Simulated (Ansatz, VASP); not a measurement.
# ZnGe: VASP beside Ansatz, part 2 of 2

Aim: how closely do two programs agree when they are given the same cell, functional and k mesh? The cell is invented: As first built, before any earlier steps moved the atoms: it takes the TiZn structure with some of its atoms replaced by other elements, volume scaled by an estimate. It may not be a known or stable phase. The cell comes out of the VASP series on this material, whose earlier steps may have relaxed, scaled or displaced it; both programs get it as it stands.

VASP 6.6.1 and Ansatz 0.2.0.

So far: The structure; Ansatz: band structure, HSE03.

## (3) VASP: band structure, HSE03

Level of this step: HSE03; plane waves and PAW (Ge_d, Zn); invented cell (VASP).

The same cell, functional, mesh and smearing now go to VASP, with its own data sets and cutoff.

Lines of VASP's logs that name or quote its potential files are left out, and so is its time.

File INCAR:

```
SYSTEM = ZnGe
PREC = Accurate
ENCUT = 410
EDIFF = 1E-06
NELM = 100
ISMEAR = 0
SIGMA = 0.02
LREAL = .FALSE.
ALGO = Normal
LHFCALC = .TRUE.
AEXX = 0.25
GGA = PE
HFSCREEN = 0.3
LASPH = .TRUE.
PRECFOCK = Fast
LORBIT = 11
LWAVE = .FALSE.
LCHARG = .FALSE.
KPAR = 4
```

File POSCAR:

```
ZnGe
1.0
    3.2898053742      0.0000000000      0.0000000000
    0.0000000000      3.2898053742      0.0000000000
    0.0000000000      0.0000000000      3.2898053742
Ge Zn
1 1
Direct
    0.5000000000      0.5000000000      0.5000000000
    0.0000000000      0.0000000000      0.0000000000
```

File KPOINTS:

```
Automatic mesh
0
Gamma
4 4 4
0 0 0
```

File KPOINTS_OPT:

```
Line mode
10
Line-mode
Reciprocal
  0.00000000   0.00000000   0.00000000 GAMMA
  0.00000000   0.50000000   0.00000000 X

  0.00000000   0.50000000   0.00000000 X
  0.50000000   0.50000000   0.00000000 M

  0.50000000   0.50000000   0.00000000 M
  0.00000000   0.00000000   0.00000000 GAMMA

  0.00000000   0.00000000   0.00000000 GAMMA
  0.50000000   0.50000000   0.50000000 R

  0.50000000   0.50000000   0.50000000 R
  0.00000000   0.50000000   0.00000000 X

  0.50000000   0.50000000   0.00000000 M
  0.50000000   0.50000000   0.50000000 R
```

Potentials, in the order of the species: Ge_d and Zn (PBE family, release 64).

Started as:

```bash
$ mpirun -np 4 vasp_std
```

Numbers of over 12 decimals in the logs are rounded to 6 here.

The program printed:

```text
[banner, memory and clock lines left out]
running    4 mpi-ranks, on    1 nodes
 distrk:  each k-point on    1 cores,    4 groups
 distr:  one band on    1 cores,    1 groups

 POSCAR found type information on POSCAR GeZn
 POSCAR found :  2 types and       2 ions
 LDA part: xc-table for (Slater+PW92), standard interpolation
 found WAVECAR, reading the header
 POSCAR, INCAR and KPOINTS ok, starting setup
 FFT: planning ... GRIDC
 FFT: planning ... GRID_SOFT
 FFT: planning ... GRID
 reading WAVECAR
 the WAVECAR file was read successfully
 initial charge from wavefunction
 entering main loop
       N       E                     dE             d eps       ncg     rms          rms(c)
DAV:   1    -0.598519764298E+01   -0.59852E+01   -0.11910E+00   438   0.269E+01    0.162E+00
DAV:   2    -0.594510221932E+01    0.40095E-01   -0.21463E-01   414   0.875E+00    0.537E-01
DAV:   3    -0.594605847665E+01   -0.95626E-03   -0.21566E-02   452   0.254E+00    0.348E-01
DAV:   4    -0.594603114529E+01    0.27331E-04   -0.15129E-03   399   0.582E-01    0.191E-01
DAV:   5    -0.594597454952E+01    0.56596E-04   -0.97203E-05   443   0.195E-01    0.115E-01
DAV:   6    -0.594595403970E+01    0.20510E-04   -0.11109E-05   370   0.437E-02    0.702E-02
DAV:   7    -0.594594388576E+01    0.10154E-04   -0.93336E-07   209   0.167E-02    0.422E-02
DAV:   8    -0.594593863999E+01    0.52458E-05   -0.76619E-07   206   0.789E-03    0.250E-02
DAV:   9    -0.594593668830E+01    0.19517E-05   -0.20357E-07   180   0.416E-03    0.148E-02
DAV:  10    -0.594593500685E+01    0.16814E-05   -0.68507E-08   181   0.269E-03    0.881E-03
DAV:  11    -0.594593485778E+01    0.14907E-06   -0.30977E-08   180   0.170E-03
   1 F= -.59459349E+01 E0= -.59449002E+01  d E =-.206938E-02
 Start KPOINTS_OPT (optional k-point list driver)
k-point batch [1-10\60]
       N       E                     dE             ncg
DAV:   1    -0.108791617307E+04   -0.42407E+04      348
DAV:   2    -0.259358080722E+04   -0.15057E+04      340
DAV:   3    -0.274203967775E+04   -0.14846E+03      410
DAV:   4    -0.274647713352E+04   -0.44375E+01      389
DAV:   5    -0.274655645559E+04   -0.79322E-01      393
DAV:   6    -0.274655843222E+04   -0.19766E-02      393
DAV:   7    -0.274655850150E+04   -0.69280E-04      403
DAV:   8    -0.274655850471E+04   -0.32148E-05      375
DAV:   9    -0.274655850491E+04   -0.19924E-06      261
[...]
k-point batch [51-60\60]
       N       E                     dE             ncg
DAV:   1    -0.125523858551E+04   -0.11876E+05      340
DAV:   2    -0.262244618622E+04   -0.13672E+04      340
DAV:   3    -0.274578154679E+04   -0.12334E+03      364
DAV:   4    -0.274908206280E+04   -0.33005E+01      398
DAV:   5    -0.274916697020E+04   -0.84907E-01      412
DAV:   6    -0.274917133518E+04   -0.43650E-02      382
DAV:   7    -0.274917162486E+04   -0.28967E-03      392
DAV:   8    -0.274917164719E+04   -0.22332E-04      319
DAV:   9    -0.274917164911E+04   -0.19206E-05      256
DAV:  10    -0.274917164987E+04   -0.75924E-06      246
```

Parts of OUTCAR (step 3):

```text
ion  position               nearest neighbor table
   1  0.500  0.500  0.500-   2 2.85   2 2.85   2 2.85   2 2.85   2 2.85   2 2.85   2 2.85   2 2.85

  LATTYP: Found a simple cubic cell.
 ALAT       =     3.2898053742

 Subroutine GETGRP returns: Found 48 space group operations
 (whereof 48 operations were pure point group operations)

The static configuration has the point symmetry O_h .

 Found     10 irreducible k-points:

   k-points           NKPTS =     10   k-points in BZ     NKDIM =     64   number of bands    NBANDS=     17

   dimension x,y,z NGX =    24 NGY =   24 NGZ =   24
   dimension x,y,z NGXF=    48 NGYF=   48 NGZF=   48

   ENCUT  =  410.0 eV  30.13 Ry    5.49 a.u.   5.43  5.43  5.43*2*pi/ulx,y,z

   NELECT =      26.0000    total number of electrons

 k-points in reciprocal lattice and weights: Automatic mesh
   0.00000000  0.00000000  0.00000000       0.016
   0.25000000  0.00000000  0.00000000       0.094
   0.50000000  0.00000000  0.00000000       0.047
   0.25000000  0.25000000  0.00000000       0.188
   0.50000000  0.25000000  0.00000000       0.188
   0.50000000  0.50000000  0.00000000       0.047
   0.25000000  0.25000000  0.25000000       0.125
   0.50000000  0.25000000  0.25000000       0.188
   0.50000000  0.50000000  0.25000000       0.094
   0.50000000  0.50000000  0.50000000       0.016

  exchange ACFDT corr.  =         0.00000000  see jH, gK, PRB 81, 115126

 average (electrostatic) potential at core
       1 -67.7510       2 -27.5642

 E-fermi :   4.2123

 k-point     1 :       0.0000    0.0000    0.0000
  band No.  band energies     occupation
    ...
      7      -4.7416      2.00000
      8      -4.7416      2.00000
      9      -4.4255      2.00000
     10      -4.4255      2.00000
     11      -4.4255      2.00000
     12       6.1873      0.00000
     13       6.1873      0.00000
     14       6.1873      0.00000
     15       7.1875      0.00000
     16      11.0661      0.00000
    ...

 k-point     2 :       0.2500    0.0000    0.0000
  band No.  band energies     occupation
    ...
      8      -4.6620      2.00000
      9      -4.5009      2.00000
     10      -4.5009      2.00000
     11      -4.4206      2.00000
     12       0.9698      2.00000
     13       7.1895      0.00000
     14       7.1895      0.00000
     15       9.0869      0.00000
     16      11.7850      0.00000
     17      15.3838      0.00000

 k-point     3 :       0.5000    0.0000    0.0000
  band No.  band energies     occupation
    ...
      8      -4.7022      2.00000
      9      -4.5736      2.00000
     10      -4.5736      2.00000
     11      -4.4160      2.00000
     12      -2.5250      2.00000
     13       9.0238      0.00000
     14       9.0238      0.00000
     15      10.9924      0.00000
     16      12.1524      0.00000
     17      12.2358      0.00000

  energy-cutoff  :      410.00
  volume of cell :       35.60
      direct lattice vectors                 reciprocal lattice vectors
     3.289805374  0.000000000  0.000000000     0.303969350  0.000000000  0.000000000
     0.000000000  3.289805374  0.000000000     0.000000000  0.303969350  0.000000000
     0.000000000  0.000000000  3.289805374     0.000000000  0.000000000  0.303969350

 POSITION                                       TOTAL-FORCE (eV/Angst)
 -----------------------------------------------------------------------------------
      1.64490      1.64490      1.64490         0.000000      0.000000      0.000000
      0.00000      0.00000      0.00000         0.000000      0.000000      0.000000
 -----------------------------------------------------------------------------------
    total drift:                               -0.000004     -0.000004     -0.000003

  FREE ENERGIE OF THE ION-ELECTRON SYSTEM (eV)
  ---------------------------------------------------
  free  energy   TOTEN  =        -5.9459348578 eV

  energy  without entropy=       -5.9438654741  energy(sigma->0) =       -5.94490017

 total charge
# of ion       s       p       d       tot
------------------------------------------
    1        1.272   0.922  10.011  12.205
    2        0.579   0.331   9.782  10.691
--------------------------------------------------
tot          1.851   1.252  19.793  22.896

[... 3 further parts left out ...]
```

## (4) Comparison

Known differences besides the PAW data sets themselves: exact exchange at q = 0 is treated differently, which shows on coarse meshes; VASP keeps PBE cores, Ansatz makes them for the functional; the cutoff is 420 eV in Ansatz and 410 eV in VASP; VASP takes a coarser grid for exact exchange (PRECFOCK = Fast). Total energies have different zeros and are not compared.

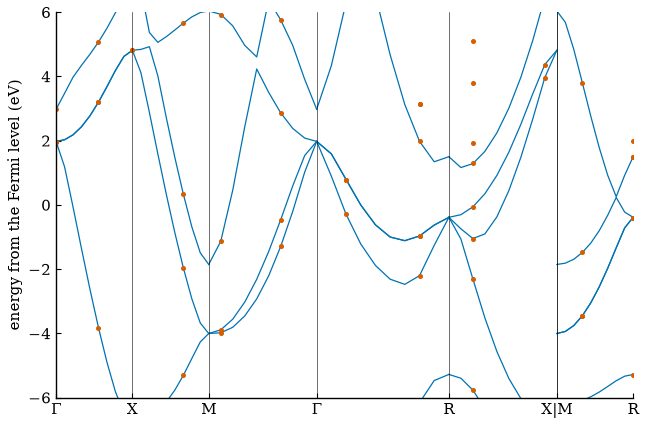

Bands from VASP (lines) and levels from Ansatz (dots). Dots without a line are higher empty bands that the VASP plot leaves out.

Levels from 3 eV below to 2 eV above the Fermi level differ by 5 meV r.m.s. and 11 meV at most; each VASP level is matched to the nearest of Ansatz, which flatters the figure a little.

## (5) Results

| Item | Value |
| --- | --- |
| r.m.s. difference of levels near the Fermi level (band structure, HSE03) | 4.8 meV |

What this shows: The r.m.s. difference of levels near the Fermi level is 4.8 meV (band structure, HSE03), within the 80 meV picked in this series as the mark of a large difference. How closely two codes agree says nothing of how well the functional describes the real material.

[Lines on the potential files, build, host, timing and source positions are cut from VASP's logs without a mark.]

[Logs are printed without paths, hosts, clocks, repeated set-up lines and the standing remarks that a program may print on its own settings, such as how far it seeks lower states.]

[Hosts, paths, dates, database ids (printed as entryN), source tags and the programs' standing remarks are cut or masked in the printed files.]
